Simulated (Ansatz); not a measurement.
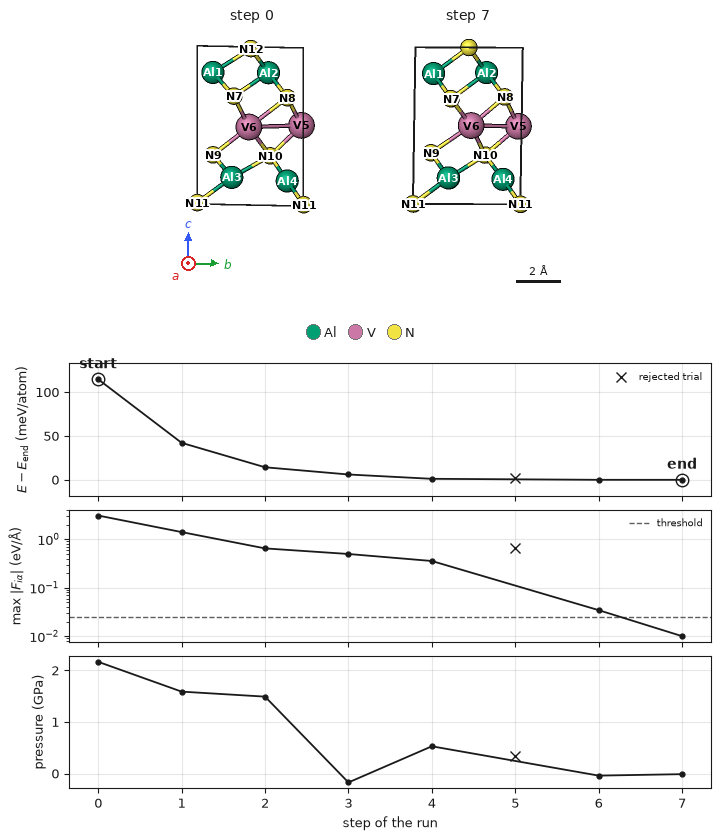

First and last geometry of a relaxation of solid Al₂VN₃ (a generated structure, set up in P1) (coarse preliminary run), with the history of the run. Style: ball-and-stick. Shown: the cell of the calculation, along the a axis.

Method: DFT PBE, scalar-relativistic, plane waves, PAW in Ansatz 0.2.0. (plane-wave cutoff 420 eV; k-point mesh 8 × 4 × 4; occupations gaussian; smearing width 0.2 eV; no spin polarisation; cell and atoms relaxed; force threshold 0.025 eV/Å; at most 60 steps)

Read the history and describe the run.

Answer. The run was cut off at its time limit before the program reported convergence, but its last step already meets the force threshold: the largest component is 0.01 eV/Å against 0.025 eV/Å. The pressure is within 0.01 GPa of its target. Over 6 accepted moves (7 points after the start) the energy falls by 115 meV per atom. The largest force component goes from 3.1 to 0.01 eV/Å. The pressure goes from 2.17 to −0.01 GPa. The line search rejected the trial step at point 5 of the run. The largest move relative to the cell is that of V6, 0.23 Å roughly along [1 3 1]. By element the largest moves are V 0.23 Å, N 0.15 Å, Al 0.12 Å. The volume changes by −0.7 %, with a 2.873 → 2.852 Å (−0.7 %), b 4.918 → 4.966 Å (+1.0 %), c 7.314 → 7.242 Å (−1.0 %), α 91.1° → 89.3°, β 90.3° → 90.0°, γ 89.2° → 90.0°. Near-neighbour distances that change, for instance: V5–V6 2.860 → 3.132 Å, V5–V6 (another image) 2.875 → 2.604 Å, V5–V6 (another image) 2.892 → 3.132 Å, V6–N10 2.268 → 2.067 Å. Bond angles that change, for instance: Al3–N10–V6 82.9° → 95.5°, V5–N7–V6 82.6° → 92.0°, Al3–N10–V6 86.1° → 95.5°. The space group (tolerance 0.01 Å) goes from P1 (No. 1) to P2_1/m (No. 11).
